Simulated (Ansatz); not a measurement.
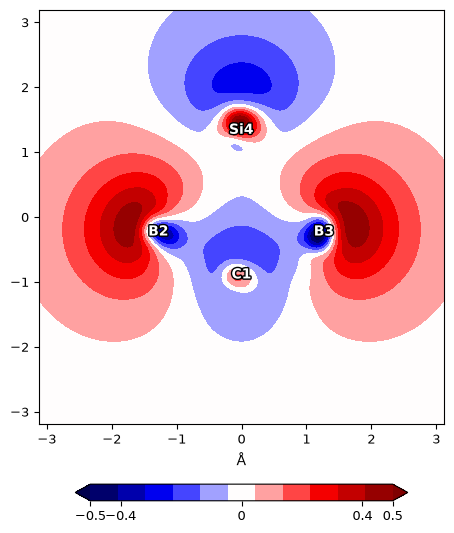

Figure. CB₂Si. The HOMO on the molecular plane (values in Å⁻³ᐟ²; the overall sign is arbitrary).

Geometry: r2SCAN-D4/def2-SVP.

Level of theory: Ansatz, isolated molecule in a Gaussian basis; Kohn-Sham density functional theory, functional PBE0.

**Describe this orbital and give its energy.**

It lies mainly on B2 (about 35 %), B3 (about 35 %) and Si4 (about 25 %); it is symmetric in the molecular plane (an in-plane orbital: σ, lone-pair or in-plane π type). Its energy is −6.72 eV.
